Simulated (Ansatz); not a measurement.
**CH6O2Si···HF: density, localisation and related maps**

```xyz
12

Si   -1.1577    0.4574   -0.4121
F     1.6831    1.3526   -0.2026
O     0.1369   -0.6507   -0.3767
C     0.4858   -1.4176    0.7789
H    -2.3453   -0.1187   -1.1106
H    -1.4584    0.8307    1.0133
H     1.2052    0.6055   -0.4984
O    -0.5693    1.7240   -1.4103
H     1.0123   -0.7904    1.5314
H    -0.4027   -1.8819    1.2582
H     1.1653   -2.2314    0.4580
H     0.2448    2.1204   -1.0290
```

Not at a stationary point (largest force 1.8 eV/Å).

Method: RKS PBE-D4/def2-SVP (Ansatz).

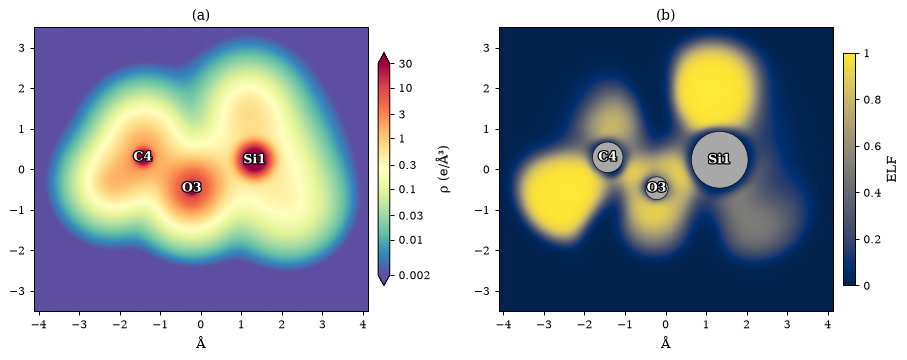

Figure 1. (a) total electron density; (b) electron localisation function on the plane of atoms Si1, O3 and C4. Grey discs cover the atomic cores in the ELF map.

Read the bonding off the picture.

Answer. Atoms in the plane: Si, O and C.
C–O (1.43 Å): the density is about 1.9 e/Å³ at the midpoint, with its minimum of 1.6 e/Å³ about 0.5 Å from C; the ELF peaks at about 0.90 between the atoms (a shared but strongly polarised pair).
Si–O (1.70 Å): ρ at the midpoint is about 0.98 e/Å³; the ELF peaks at about 0.90 between the atoms, as expected for a polar covalent bond.
The ELF also peaks beside O3, away from the bonds: lone-pair regions.

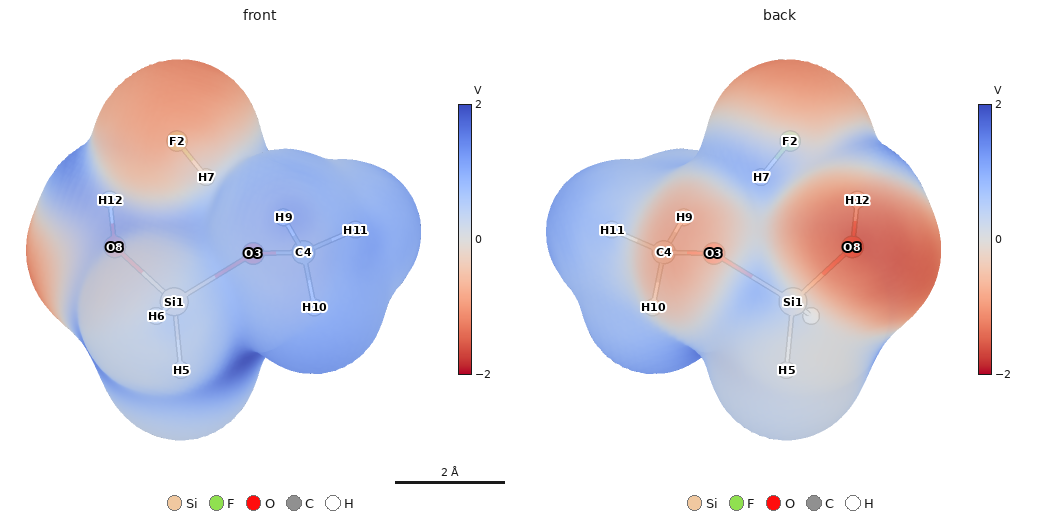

Figure 2. The electrostatic potential painted on the density surface at 0.002 e/bohr³, seen from the front and from behind; the colour scale runs from red (negative) to blue (positive).

Which sites attract a positive test charge, and which a negative one?

Answer. A positive charge is drawn to the negative regions and a negative charge to the positive ones. The most negative region (about −1.5 V) lies over O8, the most positive (about +1.8 V) over Si1. O8 is the likeliest acceptor of a hydrogen bond.

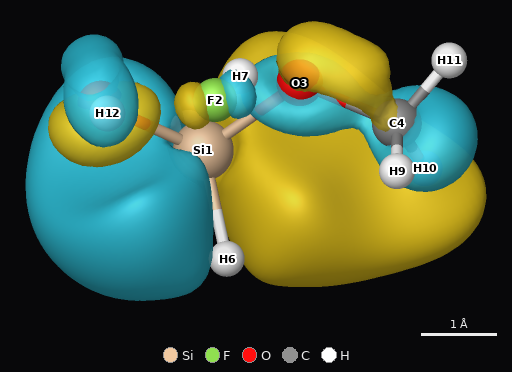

Figure 3. One frontier orbital at ±0.08 Å⁻³ᐟ² (yellow and cyan are the two phases), seen from one side.

Which orbital is it: HOMO or LUMO?

Answer. The LUMO, at −0.24 eV. It lies mainly on Si1 (about 50 %), O8 (about 10 %), H10 (about 10 %), C4 (about 5 %), O3 (about 5 %) and H6 (about 5 %).

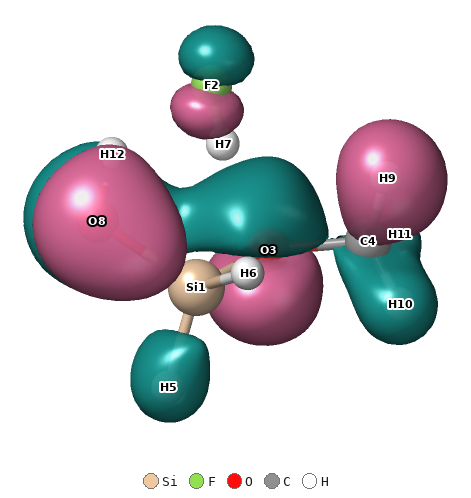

Figure 4. The HOMO−1 at ±0.08 Å⁻³ᐟ² (teal and pink are the two phases), seen at a tilt.

What is the character of this orbital?

Answer. Its weight (Hirshfeld) is mainly on O8 (about 40 %), O3 (about 30 %) and C4 (about 5 %). Its energy is −7.42 eV.
